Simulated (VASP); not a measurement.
# How thick must a slab of Cu(100) be?

How many layers does a slab of Cu(100) need before surface energy, work function and relaxation settle?

Method: PBE; plane waves and PAW (Cu), in VASP 6.6.1.

## (1) Set-up

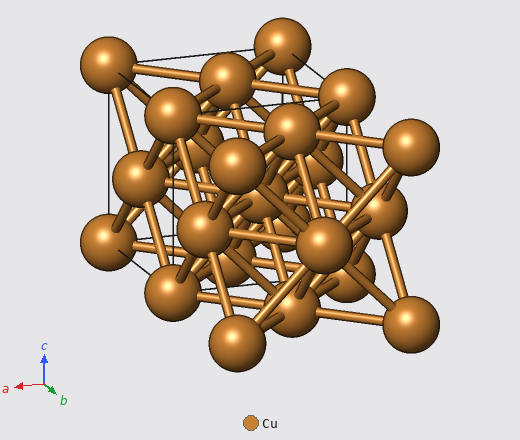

The starting structure, seen from a free direction (copper orange). 1×2×1 cells are drawn. This picture shows the conventional cell, with its axes. Some periodic images of atoms are drawn too.

## (2) The bulk reference, job relaxation, k-mesh 18×18×18

The bulk crystal is relaxed first, so that the slabs are cut at this functional's lattice.

INCAR

```
SYSTEM = Cu
PREC = Accurate
ENCUT = 430
EDIFF = 1E-06
NELM = 120
ISMEAR = 1
SIGMA = 0.15
LREAL = .FALSE.
ALGO = Normal
GGA = PE
NBANDS = 11
LASPH = .TRUE.
LORBIT = 11
LWAVE = .FALSE.
LCHARG = .FALSE.
KPAR = 4
IBRION = 2
NSW = 30
ISIF = 3
EDIFFG = -0.01
POTIM = 0.4
```

POSCAR

```
Cu
1.0
    0.0000000000      1.8050000000      1.8050000000
    1.8050000000      0.0000000000      1.8050000000
    1.8050000000      1.8050000000      0.0000000000
Cu
1
Direct
    0.0000000000      0.0000000000      0.0000000000
```

KPOINTS

```
Automatic mesh
0
Gamma
18 18 18
0 0 0
```

The projector-augmented-wave data sets are Cu (PBE family, release 64).

Run with:

```
> mpirun -np 4 vasp_std
```

The program printed:

```text
[banner, memory and clock lines left out]
running    4 mpi-ranks, on    1 nodes
 distrk:  each k-point on    1 cores,    4 groups
 distr:  one band on    1 cores,    1 groups

 POSCAR found type information on POSCAR Cu
 POSCAR found :  1 types and       1 ions
 LDA part: xc-table for (Slater+PW92), standard interpolation
 POSCAR, INCAR and KPOINTS ok, starting setup
 FFT: planning ... GRIDC
 FFT: planning ... GRID_SOFT
 FFT: planning ... GRID
 WAVECAR not read
 entering main loop
       N       E                     dE             d eps       ncg     rms          rms(c)
DAV:   1     0.367247763390E+02    0.36725E+02   -0.49518E+03  4706   0.146E+03
DAV:   2    -0.374198689282E+01   -0.40467E+02   -0.37520E+02  4400   0.188E+02
DAV:   3    -0.462411408540E+01   -0.88213E+00   -0.87986E+00  4902   0.350E+01
DAV:   4    -0.462964164993E+01   -0.55276E-02   -0.55270E-02  4770   0.241E+00
DAV:   5    -0.462969917479E+01   -0.57525E-04   -0.57525E-04  4907   0.250E-01    0.767E+00
DAV:   6    -0.410265281191E+01    0.52705E+00   -0.15061E+01  4973   0.776E+01    0.390E+00
DAV:   7    -0.373753115271E+01    0.36512E+00   -0.23679E+00  4973   0.306E+01    0.569E-01
DAV:   8    -0.372690374646E+01    0.10627E-01   -0.48821E-03  4797   0.111E+00    0.314E-01
DAV:   9    -0.372519140047E+01    0.17123E-02   -0.11033E-02  5042   0.193E+00    0.327E-02
DAV:  10    -0.372519075523E+01    0.64524E-06   -0.61701E-05  6356   0.142E-01    0.641E-03
DAV:  11    -0.372519017841E+01    0.57682E-06   -0.36330E-07  3171   0.848E-03
   1 F= -.37251902E+01 E0= -.37252286E+01  d E =-.372519E+01
 curvature:   0.00 expect dE= 0.000E+00 dE for cont linesearch  0.000E+00
 trial: gam= 0.00000 g(F)=  0.000E+00 g(S)=  0.336E-02 ort = 0.000E+00 (trialstep = 0.100E+01)
 search vector abs. value=  0.336E-02
 bond charge predicted
       N       E                     dE             d eps       ncg     rms          rms(c)
DAV:   1    -0.381811164207E+01   -0.92921E-01   -0.15787E+00  5004   0.285E+01    0.247E+00
DAV:   2    -0.375615261742E+01    0.61959E-01   -0.12161E+00  4929   0.212E+01    0.987E-01
DAV:   3    -0.372899453255E+01    0.27158E-01   -0.20026E-01  4922   0.891E+00    0.378E-01
DAV:   4    -0.372638045550E+01    0.26141E-02   -0.55711E-03  5756   0.968E-01    0.446E-02
DAV:   5    -0.372635809332E+01    0.22362E-04   -0.18039E-04  5018   0.262E-01    0.120E-02
DAV:   6    -0.372635797974E+01    0.11358E-06   -0.45543E-06  3354   0.340E-02
   2 F= -.37263580E+01 E0= -.37264155E+01  d E =-.116780E-02
 trial-energy change:   -0.001168  1 .order   -0.001226   -0.003362    0.000911
 step:   0.7725(harm=  0.7868)  dis= 0.00000  next Energy=    -3.726462 (dE=-0.127E-02)
 bond charge predicted
       N       E                     dE             d eps       ncg     rms          rms(c)
DAV:   1    -0.373131624833E+01   -0.49582E-02   -0.81027E-02  4998   0.629E+00    0.582E-01
DAV:   2    -0.372829420354E+01    0.30220E-02   -0.70902E-02  4914   0.513E+00    0.250E-01
DAV:   3    -0.372658438918E+01    0.17098E-02   -0.11774E-02  4910   0.215E+00    0.801E-02
DAV:   4    -0.372645793941E+01    0.12645E-03   -0.14181E-04  5109   0.116E-01    0.162E-03
DAV:   5    -0.372645770909E+01    0.23032E-06   -0.13211E-06  3462   0.165E-02
   3 F= -.37264577E+01 E0= -.37265110E+01  d E =-.126753E-02
 curvature:  -0.39 expect dE=-0.496E-07 dE for cont linesearch -0.496E-07
 trial: gam=-0.00610 g(F)=  0.140E-70 g(S)=  0.127E-06 ort = 0.206E-04 (trialstep = 0.955E+00)
 search vector abs. value=  0.105E-09
 reached required accuracy - stopping structural energy minimisation
```

Wall time 5.4 s (4 MPI ranks of Intel Xeon 6975P-C (Granite Rapids), shared host); peak memory 0.52 GiB.

Lines that name or quote the potential files are left out of all logs, and their timing lines are given in words.

Parts of OUTCAR (step 2):

```text
ion  position               nearest neighbor table
   1  0.000  0.000  0.000-

  LATTYP: Found a face centered cubic cell.
 ALAT       =     3.6100000000

 Subroutine GETGRP returns: Found 48 space group operations
 (whereof 48 operations were pure point group operations)

The static configuration has the point symmetry O_h .

 Found    195 irreducible k-points:

   k-points           NKPTS =    195   k-points in BZ     NKDIM =    195   number of bands    NBANDS=     11

   dimension x,y,z NGX =    18 NGY =   18 NGZ =   18
   dimension x,y,z NGXF=    36 NGYF=   36 NGZF=   36

   ENCUT  =  430.0 eV  31.60 Ry    5.62 a.u.   4.32  4.32  4.32*2*pi/ulx,y,z

   NELECT =      11.0000    total number of electrons

 k-points in reciprocal lattice and weights: Automatic mesh
   0.00000000  0.00000000  0.00000000       0.000
   0.05555556  0.00000000  0.00000000       0.001
   0.11111111  0.00000000  0.00000000       0.001
   0.16666667  0.00000000  0.00000000       0.001
   0.22222222  0.00000000  0.00000000       0.001
   0.27777778  0.00000000  0.00000000       0.001
   0.33333333  0.00000000  0.00000000       0.001
   0.38888889  0.00000000  0.00000000       0.001
   0.44444444  0.00000000  0.00000000       0.001
[...]
-0.27777778  0.44444444  0.22222222       0.004
  -0.27777778  0.50000000  0.22222222       0.002

 average (electrostatic) potential at core
       1 -63.8025

 E-fermi :   7.4235

 k-point     1 :       0.0000    0.0000    0.0000
  band No.  band energies     occupation
    ...
      2       4.4624      2.00000
      3       4.4624      2.00000
      4       4.4624      2.00000
      5       5.2711      2.00000
      6       5.2711      2.00000
      7      29.9564      0.00000
      8      32.5124      0.00000
      9      32.5124      0.00000
     10      32.5124      0.00000
     11      34.9979      0.00000

 k-point     2 :       0.0556    0.0000    0.0000
  band No.  band energies     occupation
    ...
      2       4.4390      2.00000
      3       4.4835      2.00000
      4       4.4835      2.00000
      5       5.2627      2.00000
      6       5.2627      2.00000
      7      29.2949      0.00000
      8      31.1723      0.00000
      9      32.1475      0.00000
     10      32.1475      0.00000
     11      35.5226      0.00000

 k-point     3 :       0.1111    0.0000    0.0000
  band No.  band energies     occupation
    ...
      2       4.3754      2.00000
      3       4.5384      2.00000
      4       4.5384      2.00000
      5       5.2460      2.00000
      6       5.2460      2.00000
      7      26.8479      0.00000
      8      30.6182      0.00000
      9      31.4803      0.00000
     10      31.4803      0.00000
     11      36.6181      0.00000

  Total        0.0010457      0.0010457      0.0010457      0.0000000     -0.0000000      0.0000000
  in kB        0.1402928      0.1402928      0.1402928      0.0000000     -0.0000000      0.0000000
  external PRESSURE =       0.1402928 kB  Pullay stress =       0.0000000 kB

  energy-cutoff  :      430.00
  volume of cell :       11.94
      direct lattice vectors                 reciprocal lattice vectors
     0.000000000  1.814171064  1.814171064    -0.275607968  0.275607968  0.275607968
     1.814171064  0.000000000  1.814171064     0.275607968 -0.275607968  0.275607968
     1.814171064  1.814171064 -0.000000000     0.275607968  0.275607968 -0.275607968

 POSITION                                       TOTAL-FORCE (eV/Angst)
 -----------------------------------------------------------------------------------
      0.00000      0.00000      0.00000         0.000000      0.000000      0.000000
 -----------------------------------------------------------------------------------
    total drift:                                0.000000     -0.000000     -0.000000

  FREE ENERGIE OF THE ION-ELECTRON SYSTEM (eV)
  ---------------------------------------------------
  free  energy   TOTEN  =        -3.7264577091 eV

  energy  without entropy=       -3.7266175782  energy(sigma->0) =       -3.72651100

 reached required accuracy - stopping structural energy minimisation

 total charge
# of ion       s       p       d       tot
------------------------------------------
    1        0.445   0.373   9.174   9.991

[... 3 further parts left out ...]
```

CONTCAR:

```
Cu
   1.00000000000000
     0.0000000000000000    1.8141710638489450    1.8141710638489450
     1.8141710638489450    0.0000000000000000    1.8141710638489450
     1.8141710638489450    1.8141710638489450   -0.0000000000000000
  Cu
     1
Direct
     0.0000000000000000    0.0000000000000000    0.0000000000000000
```

This run has no spin polarisation. Its electron count is odd, so without a moment it is a metal by construction. The run keeps the 48 symmetry operations of its start, so it cannot find a distortion of lower symmetry.

Relaxation path:

```tsv
step	energy less that of the first step (eV)	largest force (eV/Å)	pressure (GPa)	volume (Å³)
1	0.0000	0.0000	2.32	11.76
2	-0.0012	0.0000	-0.62	12.00
3	-0.0013	0.0000	0.01	11.94
```

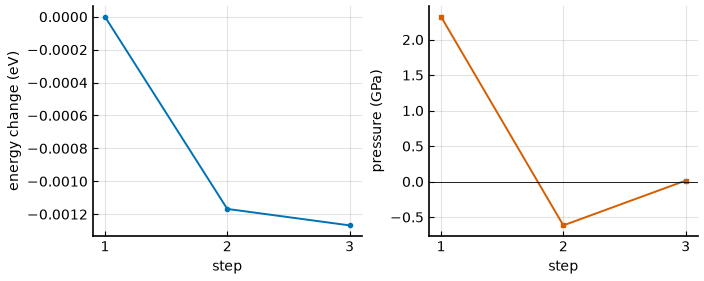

Energy and pressure along the relaxation.

```tsv
conventional cell, symmetrised	before	after	change
a (Å)	3.610	3.628	+0.5 %
b (Å)	3.610	3.628	+0.5 %
c (Å)	3.610	3.628	+0.5 %
volume (Å³/atom)	11.76	11.94	+1.5 %
```

Final coordinates:

```xyz
1
Lattice="0.0000 1.8142 1.8142 1.8142 0.0000 1.8142 1.8142 1.8142 0.0000" Properties=species:S:1:pos:R:3 pbc="T T T"
Cu    0.0000    0.0000    0.0000
```

This step gave:

* electronic cycles: 22
* electrons: 11
* free energy (TOTEN): -3.726 eV
* energy at zero smearing: -3.727 eV
* Fermi energy: 7.423 eV
* metallic: yes

The run ended after 3 ionic steps, 0.001 eV below its first step, once forces and stress met EDIFFG = -0.01.

Energy at zero smearing: -3.72651 eV.

## (3) The bulk reference, job self-consistent run, k-mesh 22×22×22

INCAR

```
SYSTEM = Cu
PREC = Normal
ENCUT = 330
EDIFF = 1E-06
NELM = 120
ISMEAR = 1
SIGMA = 0.15
LREAL = .FALSE.
ALGO = Fast
GGA = PE
NBANDS = 11
LASPH = .TRUE.
LORBIT = 11
LWAVE = .FALSE.
LCHARG = .FALSE.
KPAR = 4
```

POSCAR

```
Cu
1.0
    0.0000000000      1.8141710638      1.8141710638
    1.8141710638      0.0000000000      1.8141710638
    1.8141710638      1.8141710638      0.0000000000
Cu
1
Direct
    0.0000000000      0.0000000000      0.0000000000
```

KPOINTS

```
Automatic mesh
0
Gamma
22 22 22
0 0 0
```

Run with:

```
> mpirun -np 4 vasp_std
```

The program printed:

```text
[... set-up lines as in an earlier step ...]
 entering main loop
       N       E                     dE             d eps       ncg     rms          rms(c)
DAV:   1     0.322640366734E+02    0.32264E+02   -0.42131E+03  7908   0.121E+03
DAV:   2    -0.395302930051E+01   -0.36217E+02   -0.33526E+02  7377   0.168E+02
DAV:   3    -0.462434189954E+01   -0.67131E+00   -0.66929E+00  8255   0.291E+01
DAV:   4    -0.462831967054E+01   -0.39778E-02   -0.39774E-02  8021   0.193E+00
[...]
RMM:  11    -0.373589073713E+01   -0.72885E-05   -0.66156E-05  9541   0.115E-01    0.160E-02
RMM:  12    -0.373589100246E+01   -0.26533E-06   -0.20154E-05  9567   0.650E-02    0.395E-03
RMM:  13    -0.373589154904E+01   -0.54659E-06   -0.43904E-06  7107   0.209E-02
   1 F= -.37358915E+01 E0= -.37359547E+01  d E =0.189543E-03
```

Wall time 2.2 s (4 MPI ranks); peak memory 0.44 GiB.

OUTCAR, selected parts (step 3):

```text
  Total        0.0706080      0.0706080      0.0706080      0.0000000      0.0000000      0.0000000
  in kB        9.4732614      9.4732614      9.4732614      0.0000000      0.0000000      0.0000000
  external PRESSURE =       9.4732614 kB  Pullay stress =       0.0000000 kB

 POSITION                                       TOTAL-FORCE (eV/Angst)
 -----------------------------------------------------------------------------------
      0.00000      0.00000      0.00000         0.000000     -0.000000      0.000000
 -----------------------------------------------------------------------------------
    total drift:                               -0.000000      0.000000     -0.000000

  FREE ENERGIE OF THE ION-ELECTRON SYSTEM (eV)
  ---------------------------------------------------
  free  energy   TOTEN  =        -3.7358915490 eV

  energy  without entropy=       -3.7360810922  energy(sigma->0) =       -3.73595473

[... 3 further parts left out ...]
[key lines of the parts left out:]
E-fermi :   7.4371
```

This step gave:

```yaml
electronic_cycles: 13
free_energy_toten: -3.736 eV
energy_at_zero_smearing: -3.736 eV
fermi_energy: 7.437 eV
```

Energy at zero smearing: -3.73595 eV.

The run ends at a pressure of 0.95 GPa.

(Part 1 of 7 ends here.)

[Lines on the potential files, build, host, timing and source positions are cut from VASP's logs without a mark.]

[Logs are printed without paths, hosts, clocks, repeated set-up lines and the standing remarks that a program may print on its own settings, such as how far it seeks lower states.]

[Hosts, paths, dates, database ids (printed as entryN), source tags and the programs' standing remarks are cut or masked in the printed files.]

[Runs that stopped without an error message from VASP are left out.]
